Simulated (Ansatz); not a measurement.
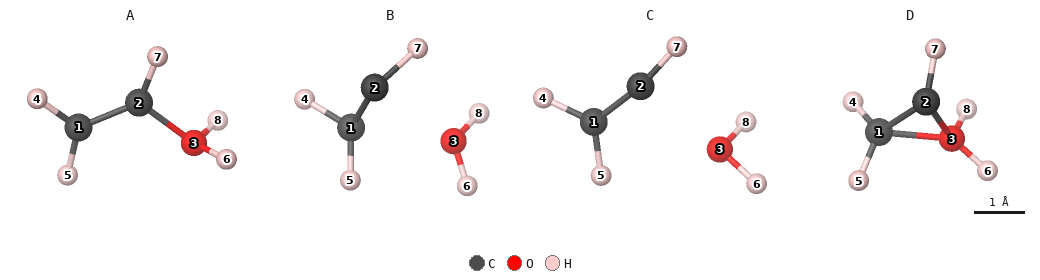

4 geometries from one relaxation of C2H5O (charge +1), in shuffled order. A ball-and-stick model, seen at a tilt.

It is one of the separated reactants of a reaction.

Theory: Ansatz, RKS PBE-D4/def2-SVP. (force threshold 0.03 eV/Å; at most 250 steps)

Question: Order the frames from highest to lowest energy.

Answer: D, B, C, A. They are steps 0, 7, 12, 24, at +139.9 kcal/mol, +91.8 kcal/mol, +40.7 kcal/mol relative to the last. After 22 accepted moves (24 points after the start) the energy has fallen by 139.9 kcal/mol. The largest force component goes from 3.9 to 0.0095 eV/Å. The line search rejected the trial steps at points 16, 22 of the run. The atom that moves furthest after the best rigid fit is H4 (1.43 Å). Largest moves by element: H 1.43 Å, C 0.75 Å, O 0.47 Å. Some distances before and after: C1–O3 1.505 → 2.402 Å, C1–C2 1.453 → 1.325 Å, O3–H6 0.970 → 0.990 Å, C1–H4 1.084 → 1.102 Å. Among the angles between lasting bonds that change: C1–C2–O3 61.1° → 116.5°, C2–O3–H6 130.4° → 113.9°, H6–O3–H8 97.1° → 109.1°.
